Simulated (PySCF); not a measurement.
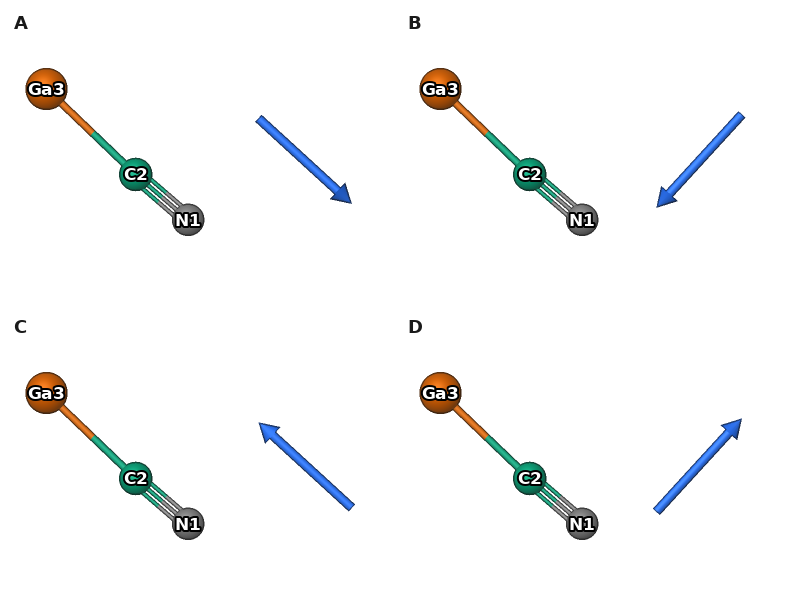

The same molecule four times, each with an arrow. Computed geometry: PBE0-D3(BJ)/def2-SVP optimisation. No frequency run is at hand to confirm it as a minimum. Level of theory: PBE0/pcSseg-1, gas phase (PySCF 2.14.0).

### Which arrow points along the dipole moment, from the negative to the positive end?

C. The dipole moment is 4.02 D; it points from the side of N1 to the side of Ga3 (the outermost atoms at the two ends).
